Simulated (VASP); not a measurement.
Band structure of AlPt3 (space group Pm-3m). Level of theory: LDA (Ceperley-Alder, Perdew-Zunger), VASP's LDA PAW potentials (set 64) (plane waves; VASP).

Unless said otherwise, spin-orbit coupling is left out, though it shifts the bands of the heavy elements here.

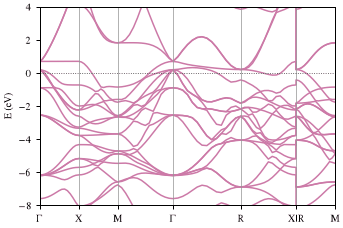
*Bands along high-symmetry lines, zero at the valence-band maximum or, without a gap, the Fermi level*

**Question.** Read the plot: is there a gap, and where are the band edges?

**Answer.** It has no gap at this level: it comes out as a metal or semimetal. (Edges off the drawn lines would not show.)

The structure comes from a computed database's AlPt3 entry (Pm-3m); how it stands against other phases isn't given here. It was relaxed first. The electron count is odd and the run is not spin-polarised, which forces a metal.
